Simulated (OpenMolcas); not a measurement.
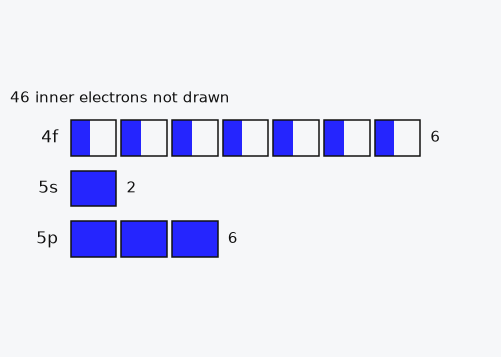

The outer shells of the leading configuration of the lowest level: a box for each of the 2l + 1 orbitals, shaded by the share of the shell that is filled, with the electron count at the right.

# Multiconfigurational calculation: Eu³⁺ (part 1 of 2)

System: Eu³⁺, among 6 point charges of −0.75 e at 2.24 Å, tetragonal octahedron (D4h), axial distortion 1.19, whose field is part of the energies.
Method: state-averaged CASSCF, active space 6 electrons in the shell 4f, basis ANO-RCC-VDZP, DKH2 scalar Hamiltonian, spin-orbit coupling by RASSI with atomic mean-field integrals (OpenMolcas).

Input file:
```
&GATEWAY
Coord
1

Eu 0.0 0.0 0.0
Basis=ANO-RCC-VDZP
Group=XYZ
NoMove
AngMom=0.0 0.0 0.0
AMFI
XField
3 Angstrom 0
2.240000 0.000000 0.000000 -0.750000
0.000000 2.240000 0.000000 -0.750000
0.000000 0.000000 2.665600 -0.750000
&SEWARD
&RASSCF
FileOrb=start.orb
Symmetry=1
Spin=7
nActEl=6 0 0
Inactive=15 12
Ras2=0 7
CIRoot=7 7 1
SDav=7
CIMx=300
Iter=120 100
PrWF=0.3
OrbListing=Nothing
MaxOrb=0
>>> COPY $Project.JobIph JOB001
&RASSCF
FileOrb=start.orb
Symmetry=1
Spin=5
nActEl=6 0 0
Inactive=15 12
Ras2=0 7
CIRoot=140 140 1
SDav=140
CIMx=300
Iter=120 100
PrWF=0.3
OrbListing=Nothing
MaxOrb=0
CIOnly
>>> COPY $Project.JobIph JOB002
&RASSCF
FileOrb=start.orb
Symmetry=1
Spin=3
nActEl=6 0 0
Inactive=15 12
Ras2=0 7
CIRoot=162 162 1
SDav=588
CIMx=300
Iter=120 100
PrWF=0.3
OrbListing=Nothing
MaxOrb=0
CIOnly
>>> COPY $Project.JobIph JOB003
&RASSI
NrOfJobIphs=2 7 77
1 2 3 4 5 6 7
1 2 3 4 5 6 7 8 9 10 11 12 13 14 15 16 17 18 19 20 21 22 23 24 25 26 27
28 29 30 31 32 33 34 35 36 37 38 39 40 41 42 43 44 45 46 47 48 49 50 51
52 53 54 55 56 57 58 59 60 61 62 63 64 65 66 67 68 69 70 71 72 73 74 75
76 77
IphNames
JOB001
JOB002
EJob
SpinOrbit
DIPRint=1.0
SOCoupling=1000.0
Subsets=2
Property=9
'ANGMOM' 1 'ANGMOM' 2 'ANGMOM' 3 'MLTPL  1' 1 'MLTPL  1' 2 'MLTPL  1' 3
'AMFI' 1 'AMFI' 2 'AMFI' 3
SOProperty=3
'ANGMOM' 1 'ANGMOM' 2 'ANGMOM' 3
```

The file start.orb holds starting orbitals from an earlier step. A driver script formed the levels outside the program, from RASSI's spin-orbit matrix and the active-space energies, averaged over the components of each term or state.

Hardware: 1 thread of Arm Neoverse V1, 24 GiB of memory available, shared host.

Command:
```bash
OMP_NUM_THREADS=1 MOLCAS_MEM=2252 MOLCAS_PROJECT=a pymolcas a.inp > a.log  # once for each step of the input, in one work folder
```

The program's output (extracts):
```
--- SEWARD ---
Basis set label: EU.ANO-RCC...7S6P4D2F1G.

      Electronic valence basis set:
      ------------------
      Associated Effective Charge  63.000000 au
      Associated Actual Charge     63.000000 au
      Nuclear Model: Point charge

      Shell  nPrim  nBasis  Cartesian Spherical Contaminant
         s      25       7        X
         p      22       6        X
         d      15       4                 X
         f      11       2                 X
         g       4       1                 X
                  Relativistic Douglas-Kroll-Hess integrals:
                    - DKH order of Hamiltonian: 2
                    - DKH order of Properties : 0
                  Atomic mean-field integrals
--- RASSCF ---
Wave function specifications:
      -----------------------------

      Number of closed shell electrons          54
      Number of electrons in active shells       6
      Max number of holes in RAS1 space          0
      Max nr of electrons in RAS3 space          0
      Number of inactive orbitals               27
      Number of active orbitals                  7
      Number of secondary orbitals              34
      Spin quantum number                      3.0
      State symmetry                             1
Orbital specifications:
      -----------------------

      Symmetry species                           1   2
                                                ag  au
      Frozen orbitals                            0   0
      Inactive orbitals                         15  12
      Active orbitals                            0   7
      RAS1 orbitals                              0   0
      RAS2 orbitals                              0   7
      RAS3 orbitals                              0   0
      Secondary orbitals                        21  13
      Deleted orbitals                           0   0
      Number of basis functions                 36  32
      Number of CSFs                             7
      Number of root(s) required                 7
      Iter CI   SX   CI       RASSCF       Energy    max ROT     max BLB   max BLB  Level Ln srch  Step   QN
          iter iter root      energy       change     param      element    value   shift minimum  type update
 Nr of preliminary CI iterations:   1
      Total energies have been shifted. Add               -10000.00 au
        1   1    8    0  -836.38715786    0.00E+00  -9.46E-02   10  23 2 -3.02E-01*  0.00   0.00    SX    NO
        2   1    8    0  -836.49476170   -1.08E-01*  7.34E-02   10  23 1 -1.49E-01*  0.25   0.00    SX    NO
        3   1    8    0  -836.52416352   -2.94E-02* -5.21E-02    9  25 2  1.04E-01*  0.00   0.00    SX    NO
        4   1    8    0  -836.53203337   -7.87E-03* -4.19E-02   12  25 2  7.69E-02*  0.17   0.00    SX    NO
        5   1    8    0  -836.53876297   -6.73E-03* -1.63E-02    9  25 2  5.98E-02*  0.00   0.57    LS   YES
        6   1    7    0  -836.54747352   -8.71E-03* -1.53E-03    9  25 2  6.99E-03*  0.07   1.10    QN   YES
        7   1    6    0  -836.54754555   -7.20E-05*  7.63E-04   13  21 2 -2.86E-04*  0.07   1.01    QN   YES
        8   1    6    0  -836.54754571   -1.67E-07*  3.51E-04   13  21 2  2.52E-04*  0.07   0.54    LS   YES
        9   1    5    0  -836.54754617   -4.51E-07*  1.07E-05   12  25 1  4.49E-05   0.07   1.00    QN   YES
       10   1    4    0  -836.54754617   -4.84E-09   5.85E-06   12  25 2  9.87E-06   0.07   1.12    QN   YES
      Convergence after 10 iterations
       11   1    4    0  -836.54754617   -1.31E-10   5.85E-06   16  22 2 -2.10E-06   0.07   1.12    QN   YES
      Natural orbitals and occupation numbers for root  1
      sym 2:   1.000000   1.000000   1.000000   1.000000   1.000000   1.000000   0.000000
      Natural orbitals and occupation numbers for root  2
      sym 2:   0.000000   1.000000   1.000000   1.000000   1.000000   1.000000   1.000000
      Natural orbitals and occupation numbers for root  3
      sym 2:   1.000000   1.000000   1.000000  -0.000000   1.000000   1.000000   1.000000
::    RASSCF root number  1 Total energy: -10836.54923481
::    RASSCF root number  2 Total energy: -10836.54923481
::    RASSCF root number  3 Total energy: -10836.54748382
::    RASSCF root number  4 Total energy: -10836.54677492
::    RASSCF root number  5 Total energy: -10836.54670396
::    RASSCF root number  6 Total energy: -10836.54670396
::    RASSCF root number  7 Total energy: -10836.54668692
--- RASSCF ---
Wave function specifications:
      -----------------------------

      Number of closed shell electrons          54
      Number of electrons in active shells       6
      Max number of holes in RAS1 space          0
      Max nr of electrons in RAS3 space          0
      Number of inactive orbitals               27
      Number of active orbitals                  7
      Number of secondary orbitals              34
      Spin quantum number                      2.0
      State symmetry                             1
Orbital specifications:
      -----------------------

      Symmetry species                           1   2
                                                ag  au
      Frozen orbitals                            0   0
      Inactive orbitals                         15  12
      Active orbitals                            0   7
      RAS1 orbitals                              0   0
      RAS2 orbitals                              0   7
      RAS3 orbitals                              0   0
      Secondary orbitals                        21  13
      Deleted orbitals                           0   0
      Number of basis functions                 36  32
      Number of CSFs                           140
      Number of root(s) required               140
      Iter CI   SX   CI       RASSCF       Energy    max ROT     max BLB   max BLB  Level Ln srch  Step   QN
          iter iter root      energy       change     param      element    value   shift minimum  type update
 Nr of preliminary CI iterations:   1
        1   1    0    0-10836.32419616    0.00E+00   0.00E+00   14  27 2 -1.74E-02*  0.00   0.00    SX    NO
      Natural orbitals and occupation numbers for root  1
      sym 2:   0.769296   0.895237   0.923513   0.769296   0.907356   0.907356   0.827947
      Natural orbitals and occupation numbers for root  2
      sym 2:   0.772295   0.826588   0.897866   0.924881   0.903038   0.903038   0.772295
      Natural orbitals and occupation numbers for root  3
      sym 2:   0.922427   0.885155   0.776657   0.770354   0.909940   0.824991   0.910476
::    RASSCF root number  1 Total energy: -10836.43730296
::    RASSCF root number  2 Total energy: -10836.43705717
::    RASSCF root number  3 Total energy: -10836.43687607
::    RASSCF root number  4 Total energy: -10836.43687607
::    RASSCF root number  5 Total energy: -10836.43657659
::    RASSCF root number  6 Total energy: -10836.42165315
::    RASSCF root number  7 Total energy: -10836.42165315
::    RASSCF root number  8 Total energy: -10836.42164756
::    RASSCF root number  9 Total energy: -10836.42164151
::    RASSCF root number 10 Total energy: -10836.42145887
::    RASSCF root number 11 Total energy: -10836.42134290
::    RASSCF root number 12 Total energy: -10836.42134290
::    RASSCF root number 13 Total energy: -10836.42130879
::    RASSCF root number 14 Total energy: -10836.42107938
::    RASSCF root number 15 Total energy: -10836.42097044
::    RASSCF root number 16 Total energy: -10836.42097044
::    RASSCF root number 17 Total energy: -10836.42046644
::    RASSCF root number 18 Total energy: -10836.42044842
::    RASSCF root number 19 Total energy: -10836.42043910
::    RASSCF root number 20 Total energy: -10836.42043910
::    RASSCF root number 21 Total energy: -10836.42026746
::    RASSCF root number 22 Total energy: -10836.42025202
::    RASSCF root number 23 Total energy: -10836.41601761
::    RASSCF root number 24 Total energy: -10836.41600713
::    RASSCF root number 25 Total energy: -10836.41529499
::    RASSCF root number 26 Total energy: -10836.41529499
::    RASSCF root number 27 Total energy: -10836.41514377
::    RASSCF root number 28 Total energy: -10836.41489756
::    RASSCF root number 29 Total energy: -10836.41479244
::    RASSCF root number 30 Total energy: -10836.41479244
--- RASSCF ---
Wave function specifications:
      -----------------------------

      Number of closed shell electrons          54
      Number of electrons in active shells       6
      Max number of holes in RAS1 space          0
      Max nr of electrons in RAS3 space          0
      Number of inactive orbitals               27
      Number of active orbitals                  7
      Number of secondary orbitals              34
      Spin quantum number                      1.0
      State symmetry                             1
Orbital specifications:
      -----------------------

      Symmetry species                           1   2
                                                ag  au
      Frozen orbitals                            0   0
      Inactive orbitals                         15  12
      Active orbitals                            0   7
      RAS1 orbitals                              0   0
      RAS2 orbitals                              0   7
      RAS3 orbitals                              0   0
      Secondary orbitals                        21  13
      Deleted orbitals                           0   0
      Number of basis functions                 36  32
      Number of CSFs                           588
      Number of root(s) required               162
      Iter CI   SX   CI       RASSCF       Energy    max ROT     max BLB   max BLB  Level Ln srch  Step   QN
          iter iter root      energy       change     param      element    value   shift minimum  type update
 Nr of preliminary CI iterations:   1
        1   1    0    0-10836.31665650    0.00E+00   0.00E+00   14  27 2 -1.89E-02*  0.00   0.00    SX    NO
      Natural orbitals and occupation numbers for root  1
      sym 2:   0.843312   0.856778   0.864169   0.843312   0.864169   0.866840   0.861418
      Natural orbitals and occupation numbers for root  2
      sym 2:   0.835580   0.857971   0.866760   0.871627   0.863661   0.863662   0.840740
      Natural orbitals and occupation numbers for root  3
      sym 2:   0.840740   0.857971   0.863662   0.835580   0.866760   0.871627   0.863661
::    RASSCF root number  1 Total energy: -10836.34353219
::    RASSCF root number  2 Total energy: -10836.34351344
::    RASSCF root number  3 Total energy: -10836.34351344
::    RASSCF root number  4 Total energy: -10836.33869776
::    RASSCF root number  5 Total energy: -10836.33868633
::    RASSCF root number  6 Total energy: -10836.33868633
::    RASSCF root number  7 Total energy: -10836.33866563
::    RASSCF root number  8 Total energy: -10836.33861218
::    RASSCF root number  9 Total energy: -10836.33856178
::    RASSCF root number 10 Total energy: -10836.33856178
::    RASSCF root number 11 Total energy: -10836.33846172
::    RASSCF root number 12 Total energy: -10836.33846011
::    RASSCF root number 13 Total energy: -10836.33832294
::    RASSCF root number 14 Total energy: -10836.33832294
::    RASSCF root number 15 Total energy: -10836.33815180
::    RASSCF root number 16 Total energy: -10836.33814498
::    RASSCF root number 17 Total energy: -10836.33794029
::    RASSCF root number 18 Total energy: -10836.33794029
::    RASSCF root number 19 Total energy: -10836.33770892
::    RASSCF root number 20 Total energy: -10836.33770740
::    RASSCF root number 21 Total energy: -10836.33747523
::    RASSCF root number 22 Total energy: -10836.33747523
::    RASSCF root number 23 Total energy: -10836.33727909
::    RASSCF root number 24 Total energy: -10836.33727896
::    RASSCF root number 25 Total energy: -10836.33718221
::    RASSCF root number 26 Total energy: -10836.33718221
::    RASSCF root number 27 Total energy: -10836.33400803
::    RASSCF root number 28 Total energy: -10836.33400779
::    RASSCF root number 29 Total energy: -10836.33400779
::    RASSCF root number 30 Total energy: -10836.33400453
--- RASSI ---
SPIN-FREE ENERGIES:
  (Shifted by EMIN (a.u.) =     -10836.5492348101)

 SF State       Relative EMIN(au)   Rel lowest level(eV)    D:o, cm**(-1)      L_eff

     1             0.0000000000        0.0000000000              0.0000         3.0
     2             0.0000000000        0.0000000000              0.0000         3.0
     3             0.0017509922        0.0476469249            384.2984         3.0
     4             0.0024598879        0.0669369593            539.8830         3.0
     5             0.0025308516        0.0688679814            555.4577         3.0
     6             0.0025308516        0.0688679814            555.4577         3.0
     7             0.0025478875        0.0693315517            559.1967         3.0
     8             0.1119318551        3.0458209414          24566.2026         2.0
     9             0.1121776380        3.0525090351          24620.1457         2.0
    10             0.1123587367        3.0574369812          24659.8923         2.0
    11             0.1123587367        3.0574369812          24659.8923         2.0
    12             0.1126582154        3.0655862123          24725.6203         2.0
    13             0.1275816583        3.4716737821          28000.9374         8.0
    14             0.1275816583        3.4716737821          28000.9374         8.0
    15             0.1275872463        3.4718258395          28002.1639         8.0
    16             0.1275932983        3.4719905227          28003.4921         8.0
    17             0.1277759386        3.4769604172          28043.5770         8.0
    18             0.1278919106        3.4801161777          28069.0299         8.0
    19             0.1278919106        3.4801161777          28069.0299         8.0
    20             0.1279260162        3.4810442387          28076.5153         8.0
    21             0.1281554257        3.4872867883          28126.8648         8.0
    22             0.1282643686        3.4902512745          28150.7750         8.0
    23             0.1282643686        3.4902512745          28150.7750         8.0
    24             0.1287683745        3.5039659747          28261.3915         8.0
    25             0.1287863948        3.5044563315          28265.3465         8.0
    26             0.1287957069        3.5047097268          28267.3903         8.0
    27             0.1287957069        3.5047097268          28267.3903         8.0
    28             0.1289673469        3.5093802889          28305.0609         8.0
    29             0.1289827881        3.5098004666          28308.4499         8.0
    30             0.1332171961        3.6250245768          29237.7950         4.0
    31             0.1332276804        3.6253098702          29240.0960         4.0
    32             0.1339398228        3.6446882509          29396.3932         4.0
    33             0.1339398228        3.6446882509          29396.3932         4.0
    34             0.1340910396        3.6488030706          29429.5815         4.0
    35             0.1343372532        3.6555028832          29483.6191         4.0
    36             0.1344423740        3.6583633657          29506.6905         4.0
    37             0.1344423740        3.6583633657          29506.6905         4.0
    38             0.1345756186        3.6619891361          29535.9343         4.0
    39             0.1539769156        4.1899253235          33794.0268         5.0
    40             0.1539769156        4.1899253235          33794.0268         5.0
Eigenvalues of complex Hamiltonian:
   -----------------------------------
  (Shifted by EMIN (a.u.) =     -10836.5492348101)

 SO State       Relative EMIN(au)   Rel lowest level(eV)    D:o, cm**(-1)     J-value
```

(Continued in part 2.) Outcome of the run: converged.
